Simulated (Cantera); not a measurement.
Charge: 1 mol MgO, 4.2 mol C, 5.7 mol H2, held at 1198.15 K.

These are equilibrium values from Cantera (NASA tables, ideal gas, pure condensed phases), not measurements of a reactor. Candidate condensed phases: C, C6H6, C7H8, C8H18, H2O, Mg, MgCO3, MgO, Mg(OH)2; 116 gas species. Equilibrium is a limit: real reactors are often held back by kinetics, nucleation or transport.

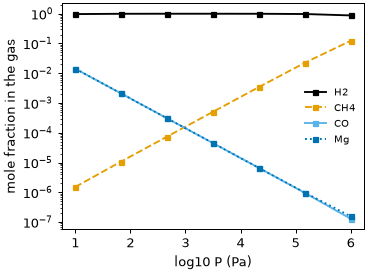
Figure. Equilibrium gas composition (values under 1e-9 drawn at 1e-9)

### Question
Read off the mole fractions at 10.0 bar.

### Answer
H2 about 0.88, CH4 about 0.12, Mg about 1.6e-7, CO about 1.3e-7.
